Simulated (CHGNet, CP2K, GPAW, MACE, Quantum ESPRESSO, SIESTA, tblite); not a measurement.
## Atom list for Twisted Ti2CO2 MXene bilayer, 21.79 deg (70 atoms)

The starting structure: Ti2CO2 MXene (a = 3.03 Å) under Ti2CO2 MXene (a = 3.03 Å), bilayer, commensurate cell of 7 unit cells a layer, twist 21.79 deg; facing planes 2.75 Å apart; 12 Å of vacuum; layers as built, displaced by a Gaussian of 0.01 Å. Then every atom was moved at random, 0.06 Å r.m.s. a Cartesian component.

Geometry: the built cell with every atom moved at random. Computed with CP2K 2026.2: Kohn-Sham DFT, PBE, GTH-PBE pseudopotentials, Gaussian and plane waves, TZVP-MOLOPT-GTH, diagonalisation; TZVP-MOLOPT (SR for Ti); 800/50 Ry; levels smeared at 580 K; Γ point.

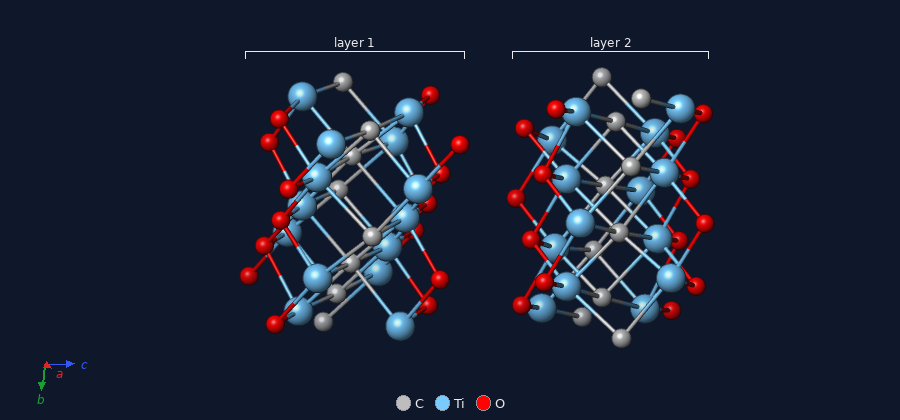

The structure (carbon light grey, titanium blue, oxygen red). Some periodic images of atoms are drawn too.

Cell vectors (Å):

```
8.017 0.000 0.000
-4.008 6.943 0.000
0.000 0.000 23.630
```

Positions (Å):

```
1 C 0.052 0.039 8.209
2 Ti 0.588 1.663 9.563
3 Ti 1.643 0.308 6.857
4 O 1.676 0.305 10.428
5 O 0.572 1.648 6.079
6 C -0.550 3.064 8.167
7 Ti 0.015 4.614 9.453
8 Ti 1.298 3.353 6.895
9 O 1.105 3.344 10.426
10 O 0.051 4.554 6.009
11 C -1.106 5.986 8.188
12 Ti 3.373 0.651 9.598
13 Ti 0.627 6.334 6.886
14 O 0.559 6.216 10.517
15 O 3.397 0.794 5.972
16 C 2.308 1.918 8.145
17 Ti 2.817 3.608 9.558
18 Ti 4.096 2.365 6.929
19 O 4.107 2.299 10.386
20 O 2.992 3.631 6.063
21 C 1.728 4.933 8.197
22 Ti 2.301 6.656 9.496
23 Ti 3.407 5.215 7.034
24 O 3.399 5.290 10.454
25 O 2.237 6.570 6.015
26 C 5.228 1.002 8.253
27 Ti 5.818 2.585 9.512
28 Ti 6.728 1.256 6.960
29 O 6.873 1.294 10.537
30 O 5.786 2.561 5.902
31 C 4.749 3.973 8.380
32 Ti -2.963 5.529 9.605
33 Ti -1.685 4.317 6.894
34 O -1.620 4.299 10.437
35 O -2.931 5.612 5.991
36 C -1.742 4.904 15.450
37 Ti -0.597 6.456 16.722
38 Ti 0.089 4.694 14.113
39 O -0.001 4.533 17.593
40 O -0.543 6.320 13.269
41 C -3.996 6.925 15.436
42 Ti 1.097 1.460 16.766
43 Ti -2.224 6.534 14.067
44 O -2.230 6.637 17.692
45 O 1.190 1.285 13.113
46 C 0.615 2.946 15.454
47 Ti 1.683 4.349 16.763
48 Ti 2.229 2.626 14.149
49 O 2.254 2.660 17.610
50 O 1.723 4.334 13.223
51 C 1.191 5.997 15.276
52 Ti 6.279 0.403 16.774
53 Ti 2.946 5.554 14.053
54 O 2.969 5.579 17.665
55 O 6.357 0.375 13.286
56 C 2.876 1.002 15.438
57 Ti 4.033 2.346 16.632
58 Ti 4.526 0.593 14.105
59 O 4.643 0.670 17.635
60 O 4.003 2.350 13.242
61 C 3.403 4.039 15.459
62 Ti 4.597 5.226 16.737
63 Ti 5.192 3.630 14.128
64 O 5.187 3.675 17.603
65 O 4.591 5.303 13.205
66 C 5.620 2.043 15.484
67 Ti -1.192 3.231 16.690
68 Ti -0.628 1.764 14.138
69 O -0.548 1.740 17.613
70 O -1.074 3.392 13.191
```

Q: Give the force and the charge of every atom.

Columns: atom, q, fx, fy, fz (forces in eV/Å, q the Hirshfeld charge in e).

```
1 -0.33 -0.779 -1.004 1.019
2 0.43 -0.594 -0.407 -1.084
3 0.43 0.157 0.120 -0.147
4 -0.27 0.710 0.477 0.604
5 -0.28 0.158 0.429 -0.636
6 -0.32 0.303 -1.249 0.878
7 0.39 -1.384 0.847 0.146
8 0.45 -2.805 -1.519 0.026
9 -0.25 1.130 -0.570 0.358
10 -0.27 0.198 0.830 -0.571
11 -0.32 0.572 -0.064 -0.143
12 0.44 0.081 -1.278 -0.753
13 0.45 -2.980 -1.016 0.314
14 -0.27 0.419 0.868 -1.143
15 -0.27 1.158 -0.709 0.383
16 -0.32 0.830 1.362 2.260
17 0.44 0.163 -0.753 -0.258
18 0.42 -0.809 -1.593 0.006
19 -0.27 -1.054 0.252 0.487
20 -0.25 -0.120 0.409 -1.026
21 -0.35 1.049 0.611 0.239
22 0.41 -0.729 -0.414 0.819
23 0.41 1.211 1.765 0.065
24 -0.26 0.021 -0.152 0.359
25 -0.26 1.167 0.079 -0.546
26 -0.34 -0.278 -0.291 -0.447
27 0.41 -0.269 1.163 0.492
28 0.41 2.287 1.118 -0.830
29 -0.25 0.479 -0.073 -0.797
30 -0.26 -0.429 0.596 0.963
31 -0.33 -1.886 -0.212 -2.472
32 0.43 1.307 0.186 -0.332
33 0.44 0.919 0.316 0.331
34 -0.27 -0.599 0.068 0.239
35 -0.27 0.401 -0.198 0.147
36 -0.33 0.885 0.794 -1.145
37 0.43 -1.254 -1.325 0.468
38 0.43 -0.303 -0.515 1.302
39 -0.27 0.345 0.883 0.073
40 -0.25 -0.286 -0.753 -2.302
41 -0.30 0.042 0.684 0.001
42 0.43 0.766 -1.871 -0.792
43 0.44 -2.395 1.328 1.544
44 -0.28 0.304 0.084 -0.664
45 -0.27 -0.127 0.544 1.393
46 -0.34 -0.172 0.546 -1.038
47 0.45 0.220 0.266 0.253
48 0.42 0.337 -0.338 -0.590
49 -0.27 0.416 0.512 0.817
50 -0.26 0.327 -0.871 -0.942
51 -0.33 -0.326 -0.158 2.409
52 0.46 1.274 -1.515 -1.451
53 0.44 -0.790 1.397 1.396
54 -0.27 -1.477 0.521 0.174
55 -0.27 -0.210 0.315 -0.515
56 -0.34 0.197 -0.191 -0.242
57 0.41 -1.182 0.730 0.545
58 0.43 1.525 1.734 0.584
59 -0.26 -0.653 -0.138 0.782
60 -0.27 0.111 0.010 -0.057
61 -0.33 0.566 -1.294 -0.693
62 0.42 -0.115 1.898 -0.348
63 0.43 -0.411 0.027 0.049
64 -0.26 -0.150 -0.963 1.130
65 -0.26 0.880 -0.407 -0.911
66 -0.34 2.036 -0.590 -1.095
67 0.42 0.008 2.867 -0.008
68 0.43 0.956 -2.051 -0.731
69 -0.26 -0.633 -1.242 1.563
70 -0.26 -0.727 -0.909 0.154
```

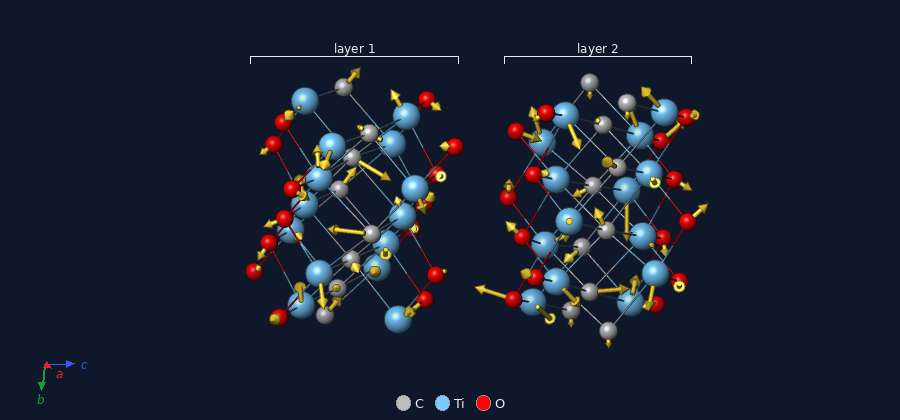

The forces as arrows, the longest 3.19 eV/Å. Some periodic images of atoms are drawn too.

The functional has no dispersion term, which matters for the binding between molecules or layers. Only the Γ point is sampled, in a cell whose shortest periodic width is 7 Å.

The r.m.s. force component is 0.955 eV/Å; the longest force, 3.19 eV/Å, acts on Ti8.

[Logs are printed without paths, hosts, clocks, repeated set-up lines and the standing remarks that a program may print on its own settings, such as how far it seeks lower states.]

[Hosts, paths, dates, database ids (printed as entryN), source tags and the programs' standing remarks are cut or masked in the printed files.]
